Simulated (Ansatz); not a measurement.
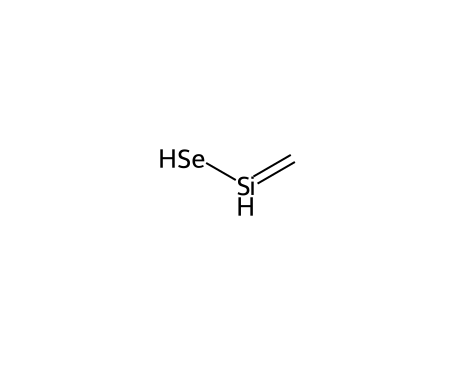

> Write the SMILES.

C=[SiH][SeH]

> What is the molecular formula?

CH4SeSi.

> An optimisation with PBE0-D4/def2-TZVP gave a structure of which point group?

Cs.

The parts below concern this one geometry. Atoms keep their numbers from picture to picture. The computed structure is the end point of a PBE0-D4/def2-TZVP optimisation. No frequency run is at hand to confirm it as a minimum.

**Geometry**

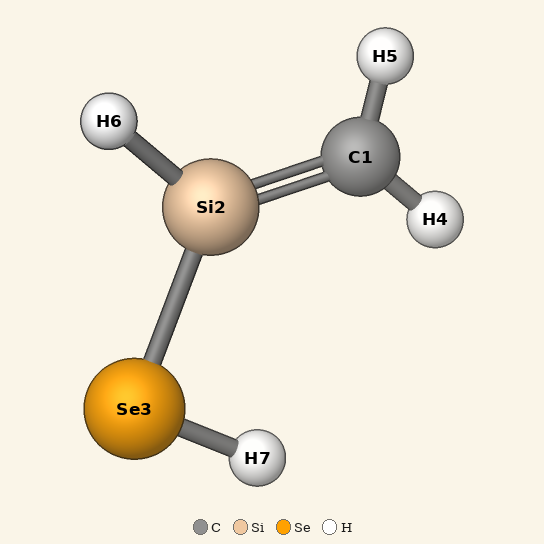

The atoms are numbered. No frequency run is at hand to confirm it as a minimum.

> How are the neighbours of atom 3 arranged?

Se3 has 2 neighbours (Si2 at 2.25, H7 at 1.47 Å); the arrangement is bent.

> How are the neighbours of atom 2 arranged?

Si2 has 3 neighbours (C1 at 1.70, Se3 at 2.25, H6 at 1.48 Å); the arrangement is trigonal planar.

> How are the neighbours of atom 1 arranged?

C1 has 3 neighbours (Si2 at 1.70, H4 at 1.08, H5 at 1.08 Å); the arrangement is trigonal planar.

**Electronic properties**

No frequency run is at hand to confirm it as a minimum. Properties computed with RKS PBE0-D4/def2-TZVPP (Ansatz 0.2.0).

Computed properties:

- HOMO energy (Kohn–Sham orbital): −6.26 eV
- LUMO energy (Kohn–Sham orbital): −0.95 eV
- HOMO–LUMO gap: 5.31 eV
- dispersion correction: −12.9 kJ/mol

**Dipole moment**

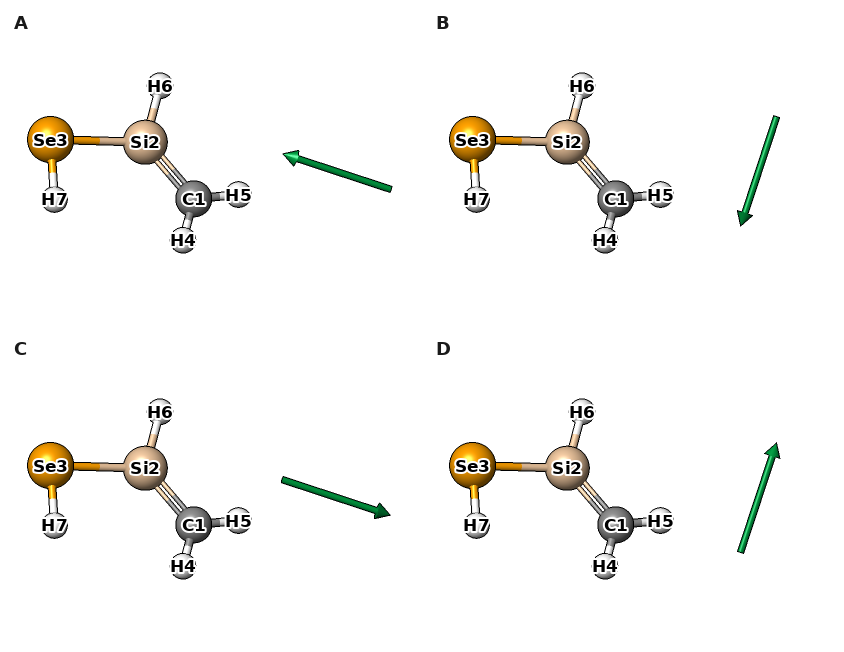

The same molecule four times, each with an arrow. No frequency run is at hand to confirm it as a minimum. Level of theory: RKS PBE0-D4/def2-TZVP (Ansatz 0.2.0).

> Which arrow points along the dipole moment, from the negative to the positive end?

A. The dipole moment is 0.52 D; it points from the side of H5 to the side of Se3 (the outermost atoms at the two ends).

**Charges**

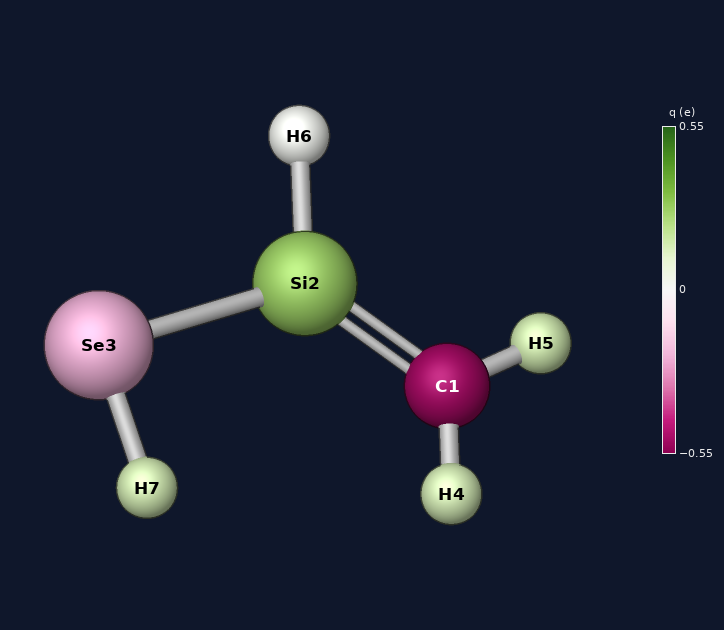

Atoms are coloured by their Mulliken charges. No frequency run is at hand to confirm it as a minimum. Properties computed with RKS PBE0-D4/def2-TZVP (Ansatz 0.2.0).

> Which atom carries the highest charge (most positive or least negative)?

Si2 (0.27 e).

> And the lowest?

C1 (−0.50 e).

Give the Mulliken charges atom by atom.

| atom | value (e) |
| --- | --- |
| C1 | −0.50 |
| Si2 | 0.27 |
| Se3 | −0.22 |
| H4 | 0.14 |
| H5 | 0.15 |
| H6 | 0.01 |
| H7 | 0.15 |

Mulliken values depend strongly on the basis set and can even reverse the polarity of a bond.
